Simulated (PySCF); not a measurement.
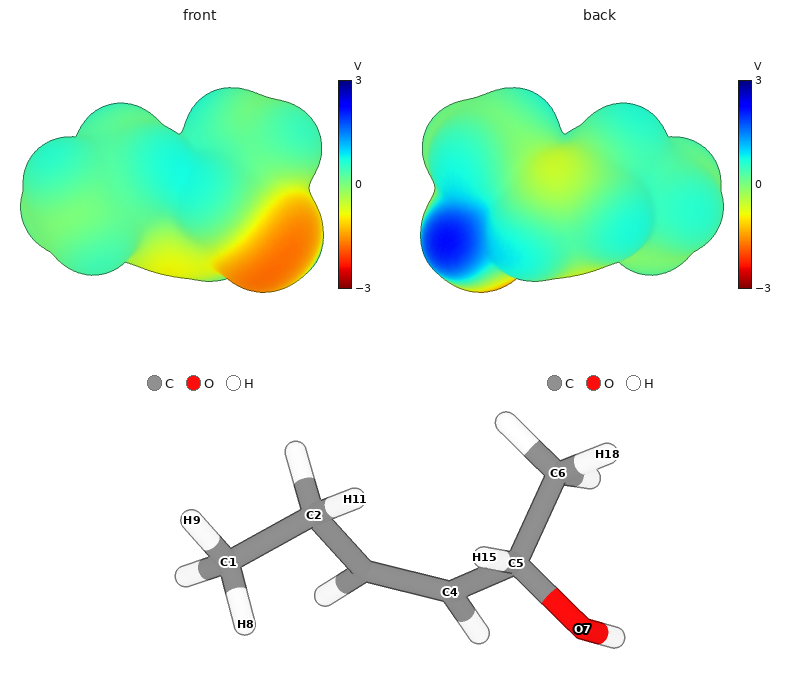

C₆H₁₂O (SMILES CC/C=C\[C@H](C)O). The molecular electrostatic potential painted on the density surface at 0.002 e/bohr³, seen from the front and from behind; the colour scale runs from red (negative) to blue (positive). The bare structure is drawn below in the same view.

Geometry: GFN2-xTB.

The calculation used PBE0/pcSseg-1, SCF density, gas phase, non-relativistic in PySCF 2.14.0.

```xyz
19

C     2.8673   -0.1147   -0.1234
C     1.4328    0.1157    0.3493
C     0.5409   -1.0071   -0.0764
C    -0.6193   -0.9101   -0.7060
C    -1.3175    0.3580   -1.1223
C    -2.1933    0.8732    0.0287
O    -2.0788    0.1675   -2.2965
H     2.9008   -0.1719   -1.2089
H     3.5103    0.7006    0.2001
H     3.2594   -1.0451    0.2818
H     1.0668    1.0671   -0.0362
H     1.4249    0.1733    1.4425
H     0.9171   -1.9918    0.1734
H    -1.1647   -1.8142   -0.9500
H    -0.5902    1.1279   -1.3976
H    -1.5756    1.1065    0.8912
H    -2.9205    0.1148    0.3158
H    -2.7261    1.7684   -0.2834
H    -2.7440   -0.5089   -2.1228
```

Which sites attract a positive test charge, and which a negative one?

Answer. A positive charge is drawn to the negative regions and a negative charge to the positive ones. The most negative region (about −1.7 V, or −39 kcal/mol for a unit charge) lies over O7, the most positive (about +2.1 V, or +48 kcal/mol for a unit charge) over H19. O7 is the likeliest acceptor of a hydrogen bond.

How polar is the molecule by this calculation?

Answer. Its dipole moment is 1.67 D.
